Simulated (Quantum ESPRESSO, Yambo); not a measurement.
# Quasiparticle gap of CdS (Hawleyite) in Yambo, part 3 of 3

Aim: the G0W0 gap of CdS (Hawleyite) on PBE, step by step.

Quantum ESPRESSO 7.5 and Yambo 5.3.0; PBE and many-body steps on it, plane waves. Known limits of the many-body steps: not at the basis limit; no spin-orbit coupling; coarse k mesh.

So far. Step 3 (Bands along the symmetry lines): The gap is 1.145 eV, as in the run before at this level. Step 4 (Empty states on the mesh, 4×4×4 mesh, 125 bands): On this mesh the gap is 1.145 eV.

**6. Screening and self-energy, 4×4×4 mesh, 125 bands, screening to 129.3 eV**

G0W0 replaces the xc potential by the self-energy, built once from these orbitals. Only a window of levels is corrected, while the sums run over the empty bands that the input names.

This step: G0W0 on PBE, plane waves, norm-conserving pseudopotentials.

File gw1.in:

```
HF_and_locXC
gw0
dyson
ppa
em1d
rim_cut
RandQpts= 1000000
RandGvec= 1 RL
EXXRLvcs= 94 Ry
VXCRLvcs= 376 Ry
Chimod= "HARTREE"
% BndsRnXp
 1 | 125 |
%
NGsBlkXp= 9.5 Ry
% LongDrXp
 1 | 1 | 1 |
%
% GbndRnge
 1 | 125 |
%
DysSolver= "n"
ExtendOut
PPAPntXp= 27.21138 eV
% QPkrange
 1 | 8 | 11 | 18 |
%
```

Run with:

```console
> OMP_NUM_THREADS=1 mpirun -n 8 yambo -F gw1.in -J gw1 -C gw1 > gw1.log
```

Log:

```text
 Yambo, version 5.3.0

 [02] CORE Variables Setup
 =========================

  [... cell, symmetries and grids as in the set-up ...]

  [02.05] Energies & Occupations
  ==============================

  [X] === General ===
  [X] Electronic Temperature                        :  0.000000  0.000000 [eV K]
  [X] Bosonic    Temperature                        :  0.000000  0.000000 [eV K]
  [X] Finite Temperature mode                       : no
  [X] El. density                                   :  0.52403E+24 [cm-3]
  [X] Fermi Level                                   :  6.982054 [eV]

  [X] === Gaps and Widths ===
  [X] Conduction Band Min                           :  1.144727 [eV]
  [X] Valence Band Max                              :  0.000000 [eV]
  [X] Filled Bands                                  :  13
  [X] Empty Bands                                   :   14  125
  [X] Direct Gap                                    :  1.144727 [eV]
  [X] Direct Gap localized at k                     :  1
  [X] Indirect Gap                                  :  1.144727 [eV]
  [X] Indirect Gap between kpts                     :  1  1
  [X] Last valence band width                       :  2.183509 [eV]
  [X] 1st conduction band width                     :  4.279643 [eV]

 [03] Transferred momenta grid and indexing
 ==========================================

 IBZ Q-points                                      :   8
 BZ  Q-points                                      :   64

 K/Q-points units:
 rlu = crystal or reduced units; cc = cartesian coordinates; iku = interal k-units

 Q [1]          [rlu]:  0.000000  0.000000  0.000000
 Q [2]          [rlu]: -0.40681E-17 -0.40681E-17  0.25000
 Q [3]          [rlu]:  0.81362E-17  0.81362E-17 -0.50000
 Q [4]          [rlu]: -0.62139E-17  0.25000      0.25000
 Q [5]          [rlu]: -0.38278E-17  0.25000      0.50000
 Q [6]          [rlu]:  0.81362E-17  0.25000     -0.25000
 Q [7]          [rlu]:  0.12428E-16 -0.50000     -0.50000
 Q [8]          [rlu]:  0.250000 -0.500000 -0.250000

 [04] Coloumb potential Random Integration (RIM)
 ===============================================

  [04.01] RIM initialization
  ==========================

  * Diagonal components only detected *

  8 x (sBL volume)        :  0.092606 [a.u.]
  sBZ random points       :  1000000
  Points outside the sBZ  :   7987327
  RL volume               :  0.740845 [a.u.]
  Integrated volume       :  0.742020 [a.u.]

  [04.02] RIM integrals
  =====================

  Gamma point sphere radius             :  0.082066 [a.u.]
  Points outside the sphere             :   799513
  [Int_sBZ(q=0) 1/q^2]*(Vol_sBZ)^(-1/3) =:  7.764325
                                 should be <:  7.795600

  Summary of Coulomb integrals for non-metallic bands |Q|[au] RIM/Bare

  Q [1] 0.100000E-4 0.995988 * Q [2] 0.246825 1.065884
  Q [4] 0.285009 1.064810 * Q [6] 0.403064 1.027704
  Q [5] 0.472634 1.020409 * Q [3] 0.493651 1.018308
  Q [7] 0.570019 1.014905 * Q [8] 0.637300 1.011860

 [05] Dipoles
 ============

  [05.01] Setup: observables and procedures
  =========================================

 [06] Dynamic Dielectric Matrix (PPA)
 ====================================

 [SLK-Inversion]  Pools        :  2
 [SLK-Inversion]  BLACS grid   :  2  2

 [WR./gw1//ndb.pp]---------------------------------------------------------------
  Brillouin Zone Q/K grids (IBZ/BZ)                :    8   64    8   64
  RL vectors                                       :   6183 [WF]
  Coulomb cutoff potential                         : none
  Electronic Temperature                           :  0.000000 [K]
  Bosonic    Temperature                           :  0.000000 [K]
  PPA    diel. fun.  energies                      : Perdew, Burke & Ernzerhof(X)+Perdew, Burke & Ernzerhof(C)
  wavefunctions                                    : Perdew, Burke & Ernzerhof(X)+Perdew, Burke & Ernzerhof(C)
  Global Gauge                                     : length
  X matrix size                                    :  181
  X band range                                     :    1  125
  X e/h energy range                               : -1.000000 -1.000000 [eV]
  X Time ordering                                  : R
  X Hxc Kernel                                     : HARTREE
  X Drude frequency                                :  0.000000  0.000000
  X poles                                          :  100.0000 [o/o]
  RL vectors in the sum                            :   6183
  [r,Vnl] included                                 : yes
  Field direction                                  :  0.577350E-5  0.577350E-5  0.577350E-5
  BZ energy Double Grid                            : no
  BZ energy DbGd points                            : 0
  BZ Q point size factor                           : -1.000000
  X Optical Averaged directions                    : none

 [07] Local Exchange-Correlation + Non-Local Fock
 ================================================

 [VXC] Plane waves :   41151
 [EXS] Plane waves :   5161

 QP @ state[ 1 ] K range:   1   8
 QP @ state[ 1 ] b range:  11  18

 [xc] Functional : Perdew, Burke & Ernzerhof(X)+Perdew, Burke & Ernzerhof(C)
 [xc] LIBXC used to calculate xc functional
  PP Number of Atomic Species                      :  2
  NLCC RL compoments                               :   41151
  PP Number of Atomic Species                      :  2
  NLCC RL compoments                               :   41151

 [xc] E_xc :  -17.59455 [Ha]
      E_xc :  -35.18910 [Ry]

  Local XC kind (lXC) : Perdew, Burke & Ernzerhof(X)+Perdew, Burke & Ernzerhof(C)
  Non-Local XC kind (nlXC) : Hartree-Fock

  Corrections @ K [1] :  [eV]
 <11|nlXC|11> = -18.34340 -0.70662E-17 <11|lXC|11> = -15.38910 -0.18882E-15
 <12|nlXC|12> = -18.34339  0.15476E-16 <12|lXC|12> = -15.38911  0.11801E-16
 <13|nlXC|13> = -18.34335 -0.17709E-16 <13|lXC|13> = -15.38911 -0.37763E-15
 <14|nlXC|14> = -6.737010  0.28227E-17 <14|lXC|14> = -10.63635  0.18882E-15
 <15|nlXC|15> = -5.838161 -0.27103E-18 <15|lXC|15> = -10.64223 -0.35403E-16
 <16|nlXC|16> = -5.838107 -0.31928E-18 <16|lXC|16> = -10.64223  0.000000
 <17|nlXC|17> = -5.837880 -0.94006E-18 <17|lXC|17> = -10.64223  0.26552E-16
 <18|nlXC|18> = -6.072426 -0.72420E-18 <18|lXC|18> = -11.79646 -0.23602E-16

  Corrections @ K [2] :  [eV]
 <11|nlXC|11> = -17.37377  0.69215E-19 <11|lXC|11> = -13.88817 -0.18882E-15
 <12|nlXC|12> = -17.92712  0.49598E-17 <12|lXC|12> = -14.86737  0.18882E-15
[...]
Corrections @ K [3] :  [eV]
[...]
Corrections @ K [4] :  [eV]
[...]
Corrections @ K [5] :  [eV]
[...]
[... 2 further k-points ...]
  Corrections @ K [8] :  [eV]
[...]
<14|nlXC|14> = -7.942451  0.15231E-17 <14|lXC|14> = -13.18907  0.18882E-15
 <15|nlXC|15> = -6.183019 -0.43531E-17 <15|lXC|15> = -10.21303 -0.53105E-16
 <16|nlXC|16> = -4.973983 -0.26643E-17 <16|lXC|16> = -9.945320  0.000000
 <17|nlXC|17> = -5.002790  0.83498E-18 <17|lXC|17> = -9.439311  0.41304E-16
 <18|nlXC|18> = -5.451713  0.14411E-17 <18|lXC|18> = -11.65987 -0.47204E-16

  [07.01] Hartree-Fock occupations report
  =======================================

  [Hartree-Fock] === General ===
  [Hartree-Fock] Electronic Temperature             :  0.000000  0.000000 [eV K]
  [Hartree-Fock] Bosonic    Temperature             :  0.000000  0.000000 [eV K]
  [Hartree-Fock] Finite Temperature mode            : no
  [Hartree-Fock] El. density                        :  0.52403E+24 [cm-3]
  [Hartree-Fock] Fermi Level                        :  6.982054 [eV]

  [Hartree-Fock] === Gaps and Widths ===
  [Hartree-Fock] Conduction Band Min                :  5.044063 [eV]
  [Hartree-Fock] Valence Band Max                   : -2.954247 [eV]
  [Hartree-Fock] Filled Bands                       :  13
  [Hartree-Fock] Empty Bands                        :   14  125
  [Hartree-Fock] Direct Gap                         :  7.998309 [eV]
  [Hartree-Fock] Direct Gap localized at k          :  1
  [Hartree-Fock] Indirect Gap                       :  7.998309 [eV]
  [Hartree-Fock] Indirect Gap between kpts          :  1  1
  [Hartree-Fock] Last valence band width            :  2.932948 [eV]
  [Hartree-Fock] 1st conduction band width          :  5.626924 [eV]

 [08] Dyson equation: Newton solver
 ==================================

  [08.01] G0W0 (W PPA)
  ====================

  [  GW  ] Bands range     :    1  125
  [GW/PPA] G damping       :  0.100000 [eV]

  QP @ state[ 1 ] K range:   1   8
  QP @ state[ 1 ] b range:  11  18

   Sc/G bands                                       :    1  125
   Sc/G damping                                     :  0.100000 ev
   Sc bands terminator                              : no
   Sx RL components                                 :   5161

   QP @ state[ 1 ] K range                          :   1   8
   QP @ state[ 1 ] b range                          :  11  18
   GF energies kind                                 : Perdew, Burke & Ernzerhof(X)+Perdew, Burke & Ernzerhof(C)
   GF WF`s kind                                     : Perdew, Burke & Ernzerhof(X)+Perdew, Burke & Ernzerhof(C)
   Xs energies kind                                 : Perdew, Burke & Ernzerhof(X)+Perdew, Burke & Ernzerhof(C)
   Xs WF`s kind                                     : Perdew, Burke & Ernzerhof(X)+Perdew, Burke & Ernzerhof(C)

 [11] Game Over & Game summary
```

Run time: 3.3 min. Hardware: 8 MPI ranks of Arm Neoverse V1, shared host; peak memory 4.1 GiB.

This step gave:

* G0W0 gap on the mesh: 2.126 eV
* starting gap on the mesh: 1.145 eV
* k of the valence top: 0, 0, 0
* k of the conduction bottom: 0, 0, 0
* least direct G0W0 gap on the computed points: 2.126 eV
* Z at the valence top: 0.7870
* Z at the conduction bottom: 0.8162

The gap on the mesh goes from 1.14 eV to 2.13 eV, a correction of +0.98 eV.

Limits: finite bands, cutoff and mesh; no spin-orbit coupling; coarse k mesh. v1 is the top filled band, c1 the lowest empty one. Levels before and after the correction, in eV, zero at the valence-band top of each column:

```
           conduction bottom  valence top
Kohn-Sham               1.14         0.00
     G0W0               2.13         0.00
```

```
             level  energy (eV)
Kohn-Sham  Γ v3-v1        0.000
Kohn-Sham     Γ c1        1.145
Kohn-Sham  Γ c2-c4        6.531
     G0W0  Γ v3-v1        0.000
     G0W0     Γ c1        2.126
     G0W0  Γ c2-c4        7.744
```

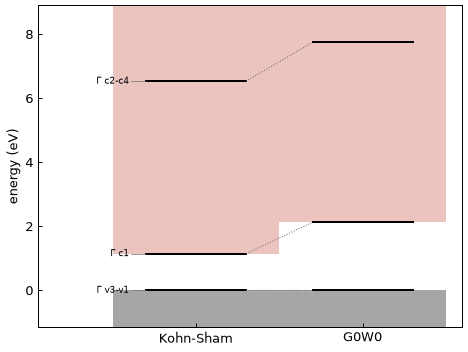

Levels before and after the correction. Shaded: valence and conduction bands.

**7. Where the time went**

Times are wall times on the hardware named with each run, good to a factor of about two.

```
                          step     time  share  memory (GiB)
                  ground state     11 s    5 %          0.55
bands along the symmetry lines      6 s    3 %           0.5
      empty states on the mesh    9.8 s    4 %          0.59
         conversion and set-up      3 s    1 %          0.25
     screening and self-energy  3.3 min   87 %           4.1
```

**8. Outcome**

- PBE gap: 1.14 eV, direct
- G0W0 gap on the mesh: 2.13 eV
- GW settings: 4×4×4 mesh, 125 bands, screening to 129.3 eV, Godby-Needs plasmon pole
- known limits: not at the basis limit; no spin-orbit coupling; coarse k mesh

What this shows: G0W0 moves the gap on the mesh from 1.14 eV to 2.13 eV (+0.98 eV), with Z of 0.79 and 0.82 at the edges. The dearest step here is «screening and self-energy». Against experiment, by G0W0@PBE: the gap of 2.13 eV lies −0.29 eV from the measured 2.42 eV (optical, 1995). An exciton line or allowed optical edge lies below the quasiparticle gap by the binding energy; a forbidden edge can push the onset above it. The calculation has static nuclei and no excitons; a measured gap holds zero-point and thermal motion, which mostly lowers it. Bands and cutoff are finite, so the gap is not at the basis limit. The miss can reach some tenths of an eV and take either sign; the mesh is an error of its own. The 4×4×4 mesh is coarse for this cell, which bears on the long-range parts of exchange and screening. The many-body steps are scalar-relativistic: spin-orbit coupling is not in them.

[Paths, hosts, dates, memory and timing lines, banners, echoed tables and standing remarks are left out of the program output.]

[Logs are printed without paths, hosts, clocks, repeated set-up lines and the standing remarks that a program may print on its own settings, such as how far it seeks lower states.]

[Runs of the session that timed out or met a known fault of the program may be left out.]

[Hosts, paths, dates, database ids (printed as entryN), source tags and the programs' standing remarks are cut or masked in the printed files.]
